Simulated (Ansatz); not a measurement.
```yaml
atoms:
  - { symbol: Si, position_ang: [0.5266, 0.9725, 1.1424] }
  - { symbol: Si, position_ang: [-1.3386, 0.0368, 0.5334] }
  - { symbol: Si, position_ang: [1.2942, -0.4096, -0.3496] }
```

Geometry: r2SCAN-D4/def2-TZVP.

All numbers below come from isolated molecule in a Gaussian basis; Kohn-Sham density functional theory, functional PBE0 in Ansatz 0.2.0.

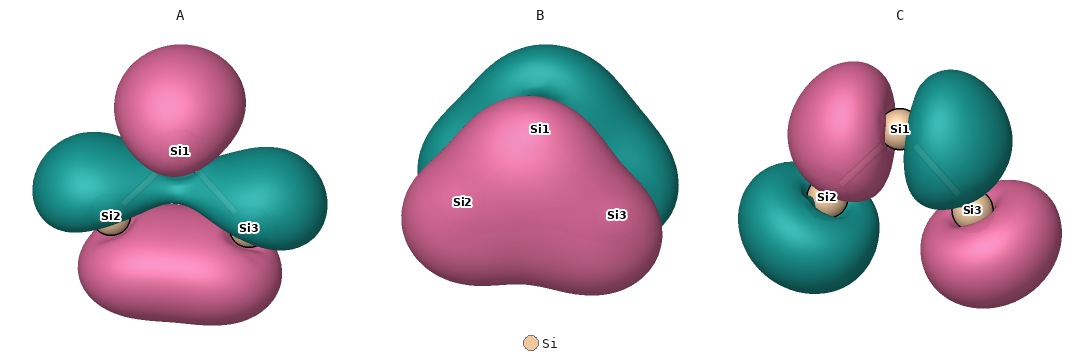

Si3. Three frontier orbitals at ±0.08 Å⁻³ᐟ² (teal and pink are the two phases), in no order.

### Order the three orbitals by energy and name them.

B is the HOMO−1 (−6.78 eV). It lies mainly on Si1 (about 40 %), Si2 (about 30 %) and Si3 (about 30 %); it changes sign across the molecular plane (π type); π-bonding across Si1–Si2 and Si1–Si3. C is the HOMO (−6.28 eV). By Hirshfeld shares it lies mainly on Si2 (about 35 %), Si3 (about 35 %) and Si1 (about 30 %); it is symmetric in the molecular plane (an in-plane orbital: σ, lone-pair or in-plane π type). A is the LUMO (−3.69 eV). Its weight (Hirshfeld) is mainly on Si1 (about 35 %), Si2 (about 30 %) and Si3 (about 30 %); it is symmetric in the molecular plane (an in-plane orbital: σ, lone-pair or in-plane π type).

### What is the HOMO–LUMO gap?

2.59 eV between the orbital energies.
